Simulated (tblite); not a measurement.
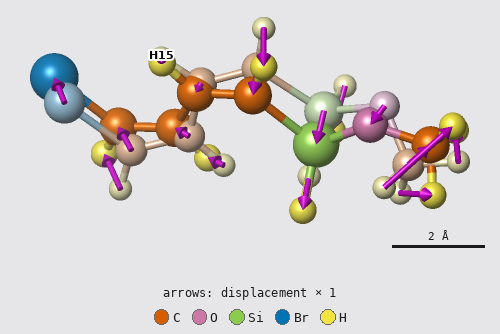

This is a relaxation of C₅H₉BrOSi. The starting structure is drawn faded, the final one solid; purple arrows show the displacements, at their true length. The two geometries are superimposed by the best rigid fit.

A ball-and-stick model, seen at a tilt.

Method: GFN2-xTB geometry optimisation, gas phase (tblite). 

> Atoms of which element are displaced furthest, and by how much?

Hydrogen: up to 2.01 Å, against 0.77 Å for silicon.

> Describe the change and its energy.

After 136 geometry steps the energy has fallen by 20.5 kcal/mol. The largest move after the best rigid fit is that of an H atom, 2.01 Å. Largest moves by element: H 2.01 Å, Si 0.77 Å, Br 0.73 Å, C 0.72 Å, O 0.53 Å. Near-neighbour distances that change, for instance: O–Si 1.718 → 1.621 Å, C–Si 1.823 → 1.874 Å, Br–C 1.914 → 1.889 Å, C–C 1.461 → 1.438 Å. Bond angles that change, for instance: C–O–Si 106.6° → 128.3°, O–Si–C 111.9° → 99.7°, C–C–H 124.3° → 116.4°. Groups turn about C–O by about 80°, O–Si by about 45°, C–Si by about 30°. The run took 2 s on 1 thread of Arm Neoverse N1, on a shared host.
